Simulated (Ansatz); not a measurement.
Starting cell, BaZrO₃ (cubic perovskite):

```
CELL_PARAMETERS angstrom
      8.45443     0.00000     0.00000
      0.00000     4.22721     0.00000
      0.00000     0.00000     4.22721
ATOMIC_POSITIONS crystal
  Ba 0.00000 0.00000 0.00000
  Ba 0.50000 0.00000 0.00000
  Zr 0.25000 0.50000 0.50000
  Zr 0.75000 0.50000 0.50000
  O  0.00000 0.50000 0.50000
  O  0.50000 0.50000 0.50000
  O  0.25000 0.50000 0.00000
  O  0.75000 0.50000 0.00000
  O  0.25000 0.00000 0.50000
  O  0.75000 0.00000 0.50000
```

The atoms are displaced by Q × the pattern below (from a DFPT mode at X = (0.5, 0.0, 0.0), largest move 1; Q in Å), at fixed cell. It is one choice among 2 degenerate patterns. (q is in reciprocal vectors of the primitive cell; the cell shown is doubled to hold the pattern.)

```tsv
atom	x	y	z
Zr3	0.000	0.000	0.775
Zr4	0.000	0.000	-0.775
O7	0.000	0.000	0.557
O8	0.000	0.000	-0.557
O9	0.000	0.000	1.000
O10	0.000	0.000	-1.000
```

Atoms not listed stay in place.

Method: PBE (plane waves to 420 eV, PAW, scalar-relativistic; Ansatz, a first-principles code). k mesh 4×8×8 (Γ-centred), Fermi-Dirac smearing 0.05 eV. The energy includes the smearing's −TS. BaZrO3 is run without spin polarisation. BaZrO3 was relaxed with its symmetry unable to fall. ΔE is measured from the undisplaced structure.

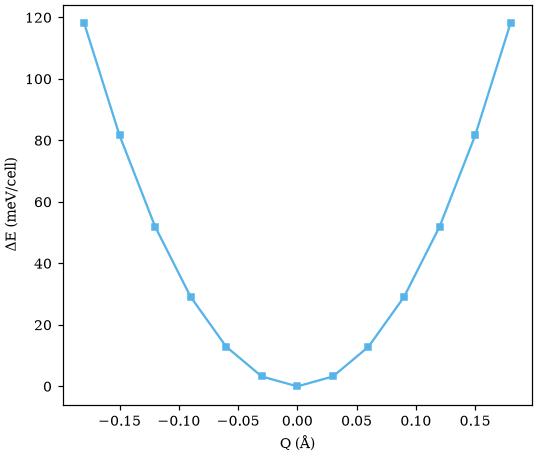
Figure: ΔE (meV/cell) against Q (Å); markers are the computed points, lines only join them.

Task: What is the energy change at Q = 0.180 Å?

Result: About 120 meV/cell.

Task: What harmonic wavenumber does the curvature at Q = 0 give?

Result: About 110 cm⁻¹.

(A displaced cell: forces are minus the slopes of the energy, force constants its curvatures, and phonons follow from these.)
